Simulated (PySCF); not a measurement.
C3H10O2Si2

Input

```
{"job": {"xc": "PBE0", "basis": "pcSseg-1", "kind": "nmr", "pop": true}, "charge": 0, "multiplicity": 1}
C     -2.633961     0.062020    -0.009210
C     -1.374114     0.892965    -0.217386
Si     0.127857    -0.189691    -0.597893
C      0.875394    -1.091785     0.931465
O      2.245215    -0.727303     0.991118
Si     2.796005     0.389738    -0.050433
O      1.441477     0.712177    -0.931726
H     -3.492517     0.699678     0.193117
H     -2.510994    -0.621842     0.827062
H     -2.849215    -0.527799    -0.896345
H     -1.197509     1.508213     0.667096
H     -1.535949     1.581809    -1.046458
H     -0.052867    -1.122955    -1.712045
H      0.828055    -2.181582     0.865819
H      0.412742    -0.802080     1.880255
H      3.771321    -0.198006    -0.950262
H      3.142062     1.628473     0.623993
```

Command:

```sh
OMP_NUM_THREADS=1 python ens_run.py task.json out
```

Geometry: GFN2-xTB.

Theory: PBE0/pcSseg-1, SCF density, gas phase, non-relativistic (PySCF).

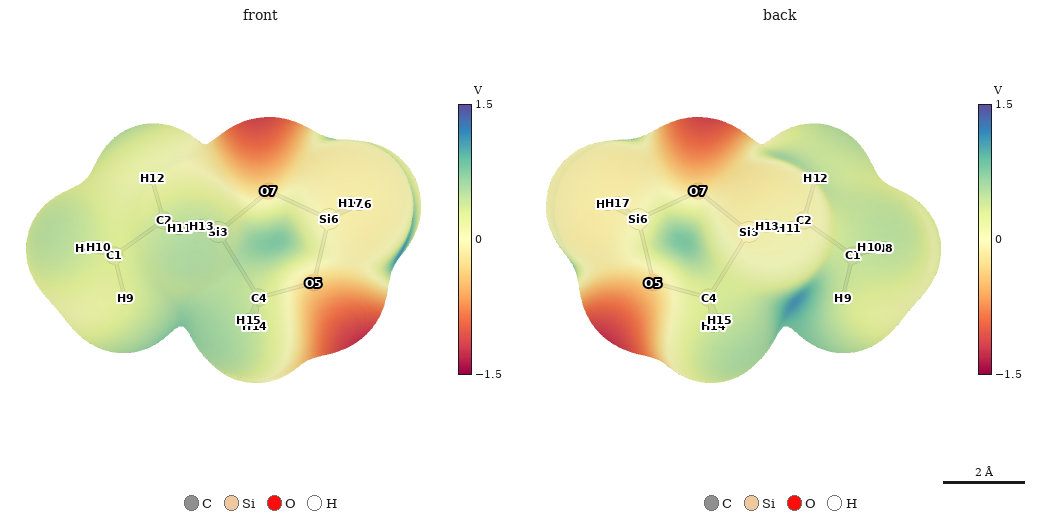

Figure 1. The molecular electrostatic potential painted on the density surface at 0.001 e/bohr³, seen from the front and from behind; the colour scale runs from red (negative) to blue (positive).

Which sites attract a positive test charge, and which a negative one?

A positive charge is drawn to the negative regions and a negative charge to the positive ones. The most negative region (about −1.2 V) lies over O5, the most positive (about +1.1 V) over Si3 and Si6. O5 is the likeliest acceptor of a hydrogen bond.

How polar is the molecule by this calculation?

Its dipole moment is 1.63 D.

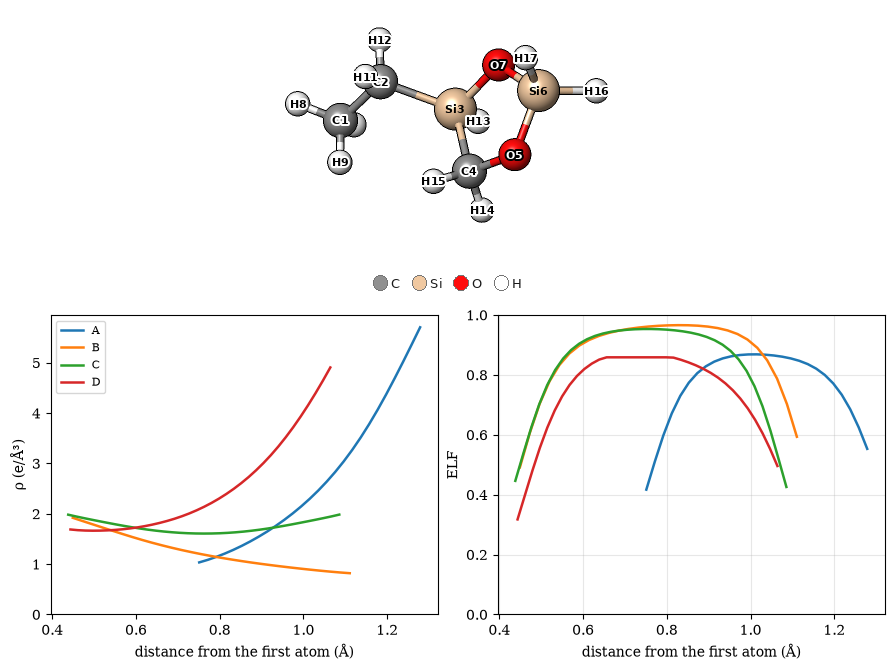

Figure 2. Total electron density and electron localisation function along straight lines between neighbouring atoms. The curves leave out the atomic cores. The structure is drawn too.

Which curve belongs to which contact (C–C, C–O, C–Si and Si–O)? The first atom named is at distance zero.

Curve A: Si–O (1.62 Å): ρ is about 1.2 e/Å³ halfway; the ELF peaks at about 0.85 between the atoms (a polar covalent bond). Curve B: C–Si (1.89 Å): the density is about 0.96 e/Å³ at the midpoint; the ELF peaks at about 0.95 between the atoms (localised, covalent bonding). Curve C: C–C (1.52 Å): the density is about 1.6 e/Å³ at the midpoint; the ELF peaks at about 0.95 between the atoms; localised, covalent bonding. Curve D: C–O (1.42 Å): ρ at the midpoint is about 2 e/Å³, with its minimum of 1.7 e/Å³ about 0.5 Å from C; the ELF peaks at about 0.85 between the atoms; a polar covalent bond.
